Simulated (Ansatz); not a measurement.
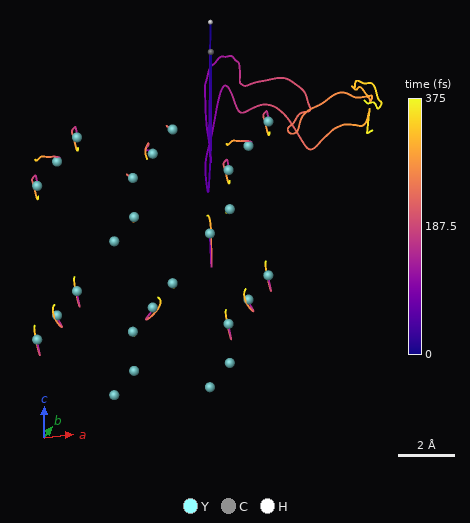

First-principles dynamics of CH on Y(0001) (18 atoms in the cell), 375 fs long. Lines trace each atom's path, coloured by time; spheres stand at the starting positions. Fixed atoms have no trace. Seen slightly off an axis in the simulation cell, with the vacuum cut short.

These are results of DFT PBE, scalar-relativistic, plane waves, PAW in Ansatz 0.2.0, not measurements. Run with plane-wave cutoff 420 eV; k-point mesh 3 × 3 × 1; Fermi-Dirac smearing 0.05 eV; low-accuracy preset; 4 atoms held fixed; constant energy (NVE); time step 0.75 fs; at the start 2 atoms move with typed velocities and the others are at rest.

### Describe the motion.

Root-mean-square distances from the starting positions over the second half, with the common drift of all atoms taken out: H 5.67 Å, C 5.59 Å, Y 0.38 Å. Against the typical shortest distance between atoms in the first frame, about 3.6 Å, the C and H atoms wander away from their sites and keep going, while the Y atoms only vibrate. 2 of the 14 free atoms end more than three quarters of that spacing from the start.

Limits of the set-up: the program's low-accuracy preset was used; the periodic images lie only 7.3 Å apart, so the values are limited by the cell's size.

The run took 29 min on 4 threads of AMD EPYC 9R45 96-Core Processor (Zen 5) (shared host), peak memory 2.9 GiB.
